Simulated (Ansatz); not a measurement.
# PN (singlet): correlated methods under varied settings at distance N1–P2 = 1.596 Å

Aim: run PN (singlet) at one geometry under a spread of methods and options, and see what each costs and gives.

Method: the settings change from run to run; program: Ansatz 0.2.0, Gaussian basis.

29 further runs of the same task are left out: 5 for a known fault of the program, 20 that didn't finish, 4 set aside as unsound or not needed.

**1. What is computed**

The geometry derives from a PBE0/def2-TZVP stationary point (not a proven minimum). One bond is set to the value named and the two fragments are kept rigid.

2 atoms, charge 0, spin multiplicity 1.

Atoms are counted from 1 here; the program's logs count them from 0.

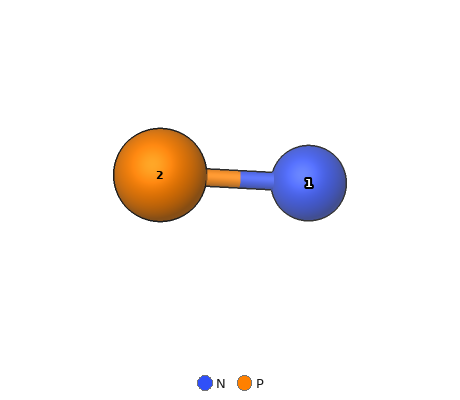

The structure; nitrogen blue, phosphorus orange; atoms are numbered from 1 in the order of the file.

**2. HF/def2-SVPD**

The input, in.yaml:

```yaml
crystal:
  periodic: [false, false, false]
  atoms:
    - {symbol: N, position_ang: [0.000000, 0.000000, 0.000000]}
    - {symbol: P, position_ang: [0.000000, 0.000000, 1.596000]}
basis:
  gaussian: {orbitals: def2-SVPD}
magnetization: {spin_polarized: false}
hamiltonian: {xc: hf, pseudopotentials: {relativity: none}}
output: {orbitals: {seedname: orbitals}}
```

On the command line:

```console
ansatz run in.yaml --threads 1 --pin off --events-out ev --progress --plain --max-ram 2393MiB
```

Log:

```text
Functional definition: HF
  name "HF"
  cite "Fock, Z. Phys. 61, 126 (1930) doi:10.1007/BF01340294"
  parent pbe
  exchange = exact_x
  correlation = 0
409 factors; integrals over basis functions are off by at most 7.4e-4 eV
mean field evaluation 1: about -10744.1434 eV, gradient 3.5e1 eV
mean field evaluation 2: about -10744.1449 eV, gradient 3.5e1 eV
mean field evaluation 4: about -10747.5427 eV, gradient 2.4e0 eV
mean field evaluation 8: about -10747.5863 eV, gradient 1.3e-1 eV
mean field -10747.58644595 eV, -394.9665169129 hartree, gradient 1.4e-5 eV, S^2 0.000000; 0 other end points of the search recorded, 0 dependent functions left out
reference -10747.58644595 eV, -394.9665169129 hartree; 11, 11 occupied and 33, 33 virtual orbitals, 409 factors
Total energy: -10747.58644595 eV, -394.9665169129 hartree
```

It took 0.18 s on 1 thread of Arm Neoverse V1, shared host.

**3. CCSD(T)/6-31G**

The input, in.yaml:

```yaml
crystal:
  periodic: [false, false, false]
  atoms:
    - {symbol: N, position_ang: [0.000000, 0.000000, 0.000000]}
    - {symbol: P, position_ang: [0.000000, 0.000000, 1.596000]}
basis:
  gaussian: {orbitals: 6-31G}
magnetization: {spin_polarized: true, initial_magnetization: 0}
hamiltonian: {xc: {name: PBE0}}
correlation: {method: ccsd_t, electrons: valence}
output: {forces: true}
```

Launched as before.

Log (excerpt; [...] marks lines left out):

```text
Functional definition: PBE0
  name "PBE0"
  cite "Adamo & Barone, J. Chem. Phys. 110, 6158 (1999) doi:10.1063/1.478522"
  cite "Perdew, Burke & Ernzerhof, Phys. Rev. Lett. 77, 3865 (1996) doi:10.1103/PhysRevLett.77.3865"
  parent pbe
[...]
272 factors; integrals over basis functions are off by at most 1.3e-4 eV
[...]
mean field -10769.86486327 eV, -395.7852336484 hartree, gradient 2.4e-6 eV, S^2 0.000000; 4 other end points of the search recorded, 0 dependent functions left out
6 core orbitals not correlated: weight in the atoms' cores, before any rotation towards them, 1.000 or more for the frozen orbitals, at most 0.000 for the correlated occupied ones
reference -10749.16725780 eV, -395.0246106770 hartree; 5, 5 occupied and 11, 11 virtual orbitals, 272 factors
second order -7.02714105 eV of doubles, -0.18289732 eV of singles
cycle   1  -5.23333661 eV  change     2.0e0 eV  update   1.7e-1
[...]
cycle  13  -6.05981610 eV  change    2.8e-7 eV  update   1.0e-7
perturbative correction -0.32813082 eV, -0.0120585852 hartree
WARN: the results are in doubt because among natural orbitals full CI differs from the method by -0.132 eV
[...]
Total energy: -10755.55520472 eV, -395.2593633964 hartree
Atom 0 at     0.000000     0.000000     0.000000 Å, force     0.000000    -0.000000     0.324515 eV/Å
Atom 1 at     0.000000     0.000000     1.596000 Å, force    -0.000000    -0.000000    -0.324514 eV/Å
Dipole moment:     0.000000     0.000000     0.477507 e Å
In doubt: among natural orbitals full CI differs from the method by -0.132 eV
```

It took 2.1 s on 1 thread of Arm Neoverse V1, shared host.

From the report: ⟨S²⟩ of the determinant 0.000 (pure singlet: 0.00); correlation -6.3879 eV; T1 0.009; largest double amplitude 0.17. The orbitals are Kohn-Sham ones, so correlation energy and T1 don't compare with those on Hartree-Fock orbitals. Mind the lines of doubt at the end of the log.

**4. BCCD on UHF/STO-3G**

The input, in.yaml:

```yaml
crystal:
  periodic: [false, false, false]
  atoms:
    - {symbol: N, position_ang: [0.000000, 0.000000, 0.000000]}
    - {symbol: P, position_ang: [0.000000, 0.000000, 1.596000]}
basis:
  gaussian: {orbitals: STO-3G, point_charges: [{charge: -1.00, position_ang: [3.020, -0.610, -0.536]}]}
magnetization: {spin_polarized: true, initial_magnetization: 0}
correlation: {method: bccd, electrons: valence}
scf: {omitted_lower_state_checks: [cluster_reference]}
```

Launched as before.

Log (excerpt; [...] marks lines left out):

```text
Functional definition: HF
  name "HF"
  cite "Fock, Z. Phys. 61, 126 (1930) doi:10.1007/BF01340294"
  parent pbe
[...]
159 factors; integrals over basis functions are off by at most 1.5e-5 eV
[...]
mean field -10629.74130381 eV, -390.6357878177 hartree, gradient 1.9e-6 eV, S^2 1.359470; 6 other end points of the search recorded, 0 dependent functions left out
6 core orbitals not correlated: weight in the atoms' cores, before any rotation towards them, 1.000 or more for the frozen orbitals, at most 0.000 for the correlated occupied ones
reference -10629.74130381 eV, -390.6357878177 hartree; 5, 5 occupied and 3, 3 virtual orbitals, 159 factors
second order -1.27709954 eV of doubles, -0.00000000 eV of singles
cycle   1  -1.63132308 eV  change   -3.5e-1 eV  update   1.0e-1
[...]
cycle  18  -3.27661739 eV  change   -3.5e-7 eV  update   3.5e-6
WARN: the results are in doubt because among natural orbitals full CI differs from the method by -0.172 eV
Total energy: -10633.01792121 eV, -390.7562012859 hartree
In doubt: among natural orbitals full CI differs from the method by -0.172 eV
Checks for a lower state left out: cluster_reference
```

Run time: 0.3 s. Hardware: 1 thread of Arm Neoverse V1, shared host.

From the report: ⟨S²⟩ of the determinant 1.359 (pure singlet: 0.00); correlation -3.2766 eV; largest double amplitude 0.22. The determinant is far from a pure spin state, so its energy mixes those of several spin states (harmless only where they are near-degenerate, as at dissociation). The program marks this result as in doubt; its last lines say why.

**5. CISD/pcseg-2**

The input, in.yaml:

```yaml
crystal:
  periodic: [false, false, false]
  atoms:
    - {symbol: N, position_ang: [0.000000, 0.000000, 0.000000]}
    - {symbol: P, position_ang: [0.000000, 0.000000, 1.596000]}
basis:
  gaussian: {orbitals: pcseg-2, point_charges: [{charge: 0.50, position_ang: [4.891, -0.310, -0.436]}]}
correlation: {active_space: {ras: {orbitals: [5, 0, 53], electrons: 10, max_holes: 2, max_particles: 2}, fixed_orbitals: true}}
accuracy: high
```

The command is unchanged.

Log:

```text
Functional definition: HF
  name "HF"
  cite "Fock, Z. Phys. 61, 126 (1930) doi:10.1007/BF01340294"
  parent pbe
  exchange = exact_x
  correlation = 0
913 factors; integrals over basis functions are off by at most 3.3e-9 eV
mean field evaluation 1: about -10748.4338 eV, gradient 4.0e1 eV
mean field evaluation 2: about -10748.4496 eV, gradient 4.0e1 eV
mean field evaluation 4: about -10752.4135 eV, gradient 2.7e0 eV
mean field evaluation 8: about -10752.4624 eV, gradient 1.6e-1 eV
mean field evaluation 16: about -10752.4626 eV, gradient 3.1e-7 eV
mean field -10752.46258061 eV, -395.1457115565 hartree, gradient 3.1e-8 eV, S^2 0.000000; 0 other end points of the search recorded, 0 dependent functions left out
reference -10752.46258061 eV, -395.1457115565 hartree; 11, 11 occupied and 53, 53 virtual orbitals, 913 factors
state -10761.13635987 eV, -395.4644670649 hartree
Total energy: -10761.13635987 eV, -395.4644670649 hartree
```

Run time: 2.7 s. Hardware: 1 thread of Arm Neoverse V1, shared host.

From the report: 98,316 determinants.

**6. HF/6-31G**

The input, in.yaml:

```yaml
crystal:
  periodic: [false, false, false]
  atoms:
    - {symbol: N, position_ang: [0.000000, 0.000000, 0.000000]}
    - {symbol: P, position_ang: [0.000000, 0.000000, 1.596000]}
basis:
  gaussian: {orbitals: 6-31G, point_charges: [{charge: -1.00, position_ang: [3.933, -0.137, 0.705]}]}
magnetization: {spin_polarized: false}
hamiltonian: {xc: hf}
output: {orbitals: {seedname: orbitals}}
```

The command is unchanged.

Log:

```text
Functional definition: HF
  name "HF"
  cite "Fock, Z. Phys. 61, 126 (1930) doi:10.1007/BF01340294"
  parent pbe
  exchange = exact_x
  correlation = 0
272 factors; integrals over basis functions are off by at most 1.3e-4 eV
mean field evaluation 1: about -10746.4296 eV, gradient 3.3e1 eV
mean field evaluation 2: about -10746.4332 eV, gradient 3.3e1 eV
mean field evaluation 4: about -10749.4700 eV, gradient 1.9e0 eV
mean field evaluation 8: about -10749.5062 eV, gradient 6.9e-2 eV
mean field evaluation 16: about -10726.3487 eV, gradient 2.5e1 eV
mean field -10749.50643188 eV, -395.0370750945 hartree, gradient 2.2e-5 eV, S^2 0.000000; 0 other end points of the search recorded, 0 dependent functions left out
reference -10749.50643188 eV, -395.0370750945 hartree; 11, 11 occupied and 11, 11 virtual orbitals, 272 factors
Total energy: -10749.50643188 eV, -395.0370750945 hartree
```

Wall time 0.12 s (1 thread of Arm Neoverse V1, shared host).

**7. CCSDT(Q)/B on UHF/STO-3G**

The input, in.yaml:

```yaml
crystal:
  periodic: [false, false, false]
  atoms:
    - {symbol: N, position_ang: [0.000000, 0.000000, 0.000000]}
    - {symbol: P, position_ang: [0.000000, 0.000000, 1.596000]}
basis:
  gaussian: {orbitals: STO-3G}
magnetization: {spin_polarized: true, initial_magnetization: 0}
correlation: {method: ccsdt_q_b, electrons: all}
scf: {lower_state_search: full}
```

The command is unchanged.

Log (excerpt; [...] marks lines left out):

```text
Functional definition: HF
  name "HF"
  cite "Fock, Z. Phys. 61, 126 (1930) doi:10.1007/BF01340294"
  parent pbe
[...]
224 factors; integrals over basis functions are off by at most 2.4e-8 eV
[...]
mean field -10629.74722256 eV, -390.6360053275 hartree, gradient 1.1e-6 eV, S^2 1.341105; 9 other end points of the search recorded, 0 dependent functions left out
determinant -10629.74722256 eV, -390.6360053275 hartree, with singles and doubles -10633.19147884 eV, -390.7625794113 hartree
determinant -10628.47426734 eV, -390.5892250862 hartree, with singles and doubles -10633.39673381 eV, -390.7701223925 hartree
determinant -10629.74722256 eV, -390.6360053275 hartree, with singles and doubles -10633.18699547 eV, -390.7624146505 hartree
determinant -10628.47426734 eV, -390.5892250862 hartree, with singles and doubles -10633.35214627 eV, -390.7684838305 hartree
determinant -10628.34712499 eV, -390.5845526908 hartree, with singles and doubles -10633.13547932 eV, -390.7605214671 hartree
determinant -10627.82441342 eV, -390.5653433951 hartree, with singles and doubles -10633.09963476 eV, -390.7592042038 hartree
reference -10629.74722256 eV, -390.6360053275 hartree; 11, 11 occupied and 3, 3 virtual orbitals, 224 factors
second order -1.34176752 eV of doubles, -0.00000000 eV of singles
cycle   1  -1.56265476 eV  change   -2.2e-1 eV  update   1.1e-1
[...]
perturbative correction -0.06196110 eV, -0.0022770286 hartree
the amplitudes ended above the screening CCSD energy; trying again from the screening CCSD amplitudes
[...]
cycle  18  -3.40573083 eV  change   -7.6e-7 eV  update   2.9e-7
WARN: the amplitudes ended 0.034 eV above the screening CCSD of this reference; another start, from that CCSD's amplitudes, converged but did not end clearly lower
WARN: the results are in doubt because among natural orbitals full CI differs from the method by -0.121 eV
Total energy: -10633.21491389 eV, -390.7634406335 hartree
In doubt: among natural orbitals full CI differs from the method by -0.121 eV
```

Run time: 7 s. Hardware: 1 thread of Arm Neoverse V1, shared host; peak memory 0.3 GiB.

From the report: ⟨S²⟩ of the determinant 1.341 (pure singlet: 0.00); correlation -3.4677 eV; T1 0.094; largest double amplitude 0.28. The determinant is far from a pure spin state, so its energy mixes those of several spin states (harmless only where they are near-degenerate, as at dissociation). Mind the lines of doubt at the end of the log.

**8. All runs side by side**

Where basis and cores are those of an earlier FCI/6-31G run (-10755.6716 eV), and the state is the same kind, the miss against it is given. † marks a result that the program doubts.

```
                                       level  correlated  functions  energy (eV)  from FCI (meV)    time
                                HF/def2-SVPD                     44  -10747.5864                  0.18 s
          CCSD(T)/6-31G (on PBE0 orbitals) †     valence         22  -10755.5552           116.4   2.1 s
BCCD on UHF/STO-3G (beside a point charge) †     valence         14  -10633.0179                   0.3 s
        CISD/pcseg-2 (beside a point charge)     valence         64  -10761.1364                   2.7 s
            HF/6-31G (beside a point charge)                     22  -10749.5064                  0.12 s
                  CCSDT(Q)/B on UHF/STO-3G †         all         14  -10633.2149                     7 s
```

**9. Outcome**

| quantity | value |
| --- | --- |
| runs | 6 |
| quickest | HF/6-31G (beside a point charge), 0.12 s |
| slowest | CCSDT(Q)/B on UHF/STO-3G †, 7 s |

What this shows: Total energies in different bases, with other cores or another treatment of relativity can't be set against each other. CCSDT(Q)/B on UHF/STO-3G † took 59 times as long as HF/6-31G (beside a point charge); the jobs differ in more than the method. Cores frozen from Kohn-Sham orbitals shift the total energy.
